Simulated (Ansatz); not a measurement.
# CH4GeOS: what the fields show

Input

```
crystal:
  periodic: [false, false, false]
  atoms:
    - { symbol: O, position_ang: [-0.7623, 0.1748, -1.4377] }
    - { symbol: C, position_ang: [-0.508, 0.5573, -0.1311] }
    - { symbol: S, position_ang: [-1.5529, -0.3257, 1.0104] }
    - { symbol: Ge, position_ang: [0.7954, -0.6504, 0.6676] }
    - { symbol: H, position_ang: [-0.0867, 0.6128, -2.0164] }
    - { symbol: H, position_ang: [-0.3707, 1.6575, 0.085] }
    - { symbol: H, position_ang: [1.5758, -0.1129, 1.8665] }
    - { symbol: H, position_ang: [1.0015, -1.9705, -0.1002] }
basis:
  gaussian: { orbitals: def2-SVP }
hamiltonian:
  xc: pbe0
  dispersion: d4
relax:
  f_tol: 0.02
  max_steps: 50
output:
  orbitals: {}
```

Run with:

```sh
ansatz run input.yaml --threads 2 --pin off --max-ram 3072MiB --backend cpu --events-out ev --progress --plain --runs-dir out
```

The fields are those of the relaxed geometry.

Level of theory: RKS PBE0-D4/def2-SVP (Ansatz).

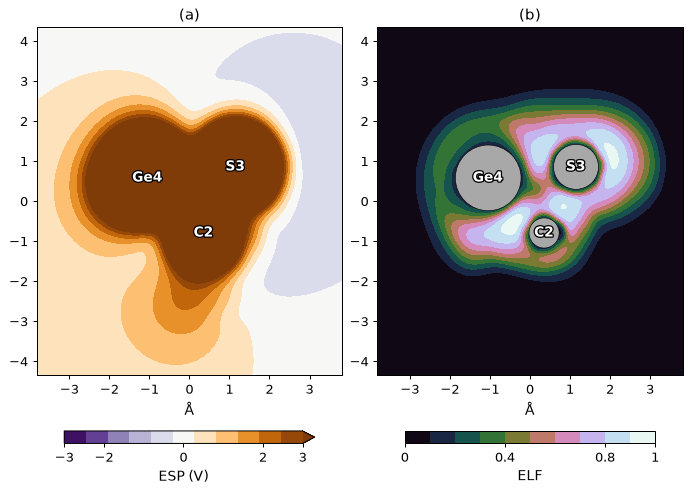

Figure 1. (a) electrostatic potential; (b) electron localisation function on the plane of atoms S3, C2 and Ge4. Grey discs cover the atomic cores in the ELF map.

Interpret the plot.

The section cuts through C, S and Ge sites.
C–S (1.83 Å): the ELF peaks at about 0.90 between the atoms, as expected for localised, covalent bonding.
C–Ge (1.96 Å): the ELF peaks at about 0.90 in the valence shell of C, 0.7 Å from its nucleus, and is about 0.65 at the midpoint.
Ge–S (2.21 Å): the ELF peaks at about 0.75 in the valence shell of S, 0.9 Å from its nucleus, and is about 0.60 at the midpoint.
The ELF also peaks beside S3, away from the bonds: lone-pair regions.
Outside the dense part of the molecule the potential is most negative (−0.6 V) near S3.

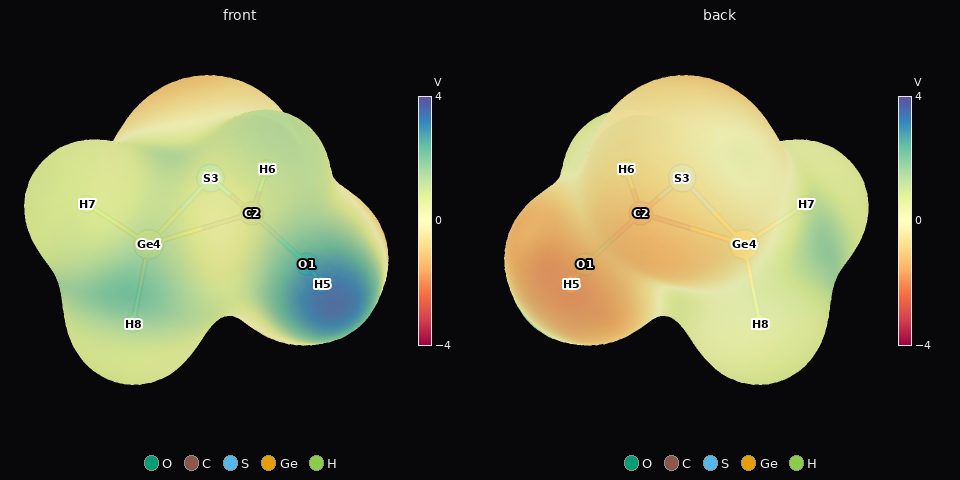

Figure 2. The electrostatic potential painted on the density surface at 0.004 e/bohr³, seen from the front and from behind; red is negative and blue positive.

Which sites attract a positive test charge, and which a negative one?

A positive charge is drawn to the negative regions and a negative charge to the positive ones. The most negative region (about −1.8 V) lies over O1, the most positive (about +3.4 V) over H5. O1 is the likeliest acceptor of a hydrogen bond.

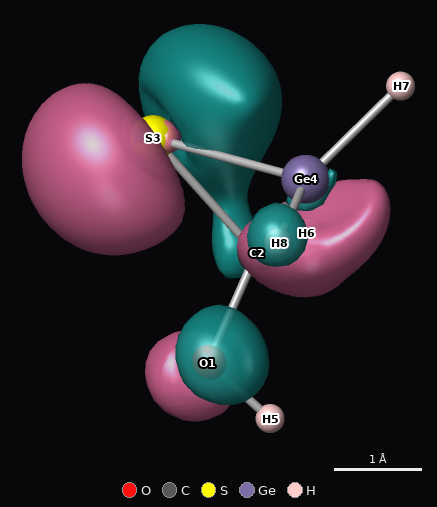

Figure 3. The HOMO−1 at ±0.15 Å⁻³ᐟ² (teal and pink are the two phases), seen at an oblique angle.

Where does this orbital lie, and at what energy?

It lies mainly on S3 (about 60 %), Ge4 (about 15 %), O1 (about 10 %) and C2 (about 10 %). Its energy is −6.95 eV.
